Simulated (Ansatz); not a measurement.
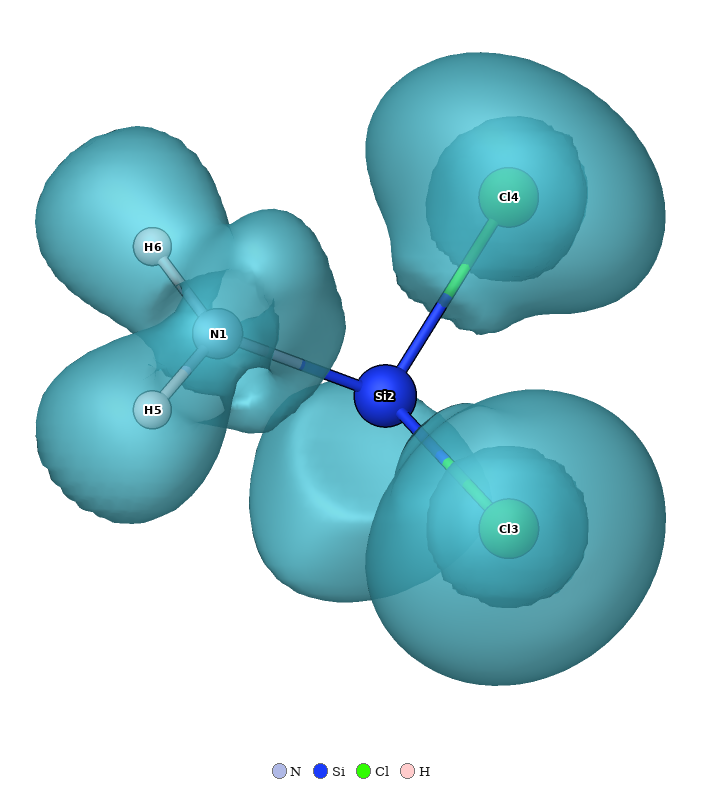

The picture shows: Cl2H2NSi (doublet). Isosurface of the ELF at 0.75 (cyan), seen at a tilt. Only the valence region is drawn (cores and ρ < 0.01 e/Å³ removed).

Geometry: PBE0-D4/def2-TZVP.

The calculation used isolated molecule in a Gaussian basis; Hartree-Fock (Ansatz 0.2.0).

```xyz
6

N    -0.0444    0.8953   -0.1536
Si   -0.3396   -0.7014    0.3632
Cl    1.3002   -1.2941    1.4592
Cl   -0.5741   -1.8496   -1.3305
H     0.3109    1.5802    0.4952
H    -0.6109    1.3055   -0.8796
```

Identify the bonds, lone pairs and shells in this picture.

Answer. The surface consists of two regions on Cl in which the atom's valence shell and bonds are merged, one lobe on Si, pointing away from the bonds (non-bonding electrons) and one joined region spread over several atoms (H, N), in which their bonds and any lone pairs are merged. Profiles from the grid: Si–N (1.70 Å): the ELF peaks at about 0.90 between the atoms (a polar covalent bond). Si–Cl (2.06 Å): the ELF peaks at about 0.90 between the atoms; a polar covalent bond.
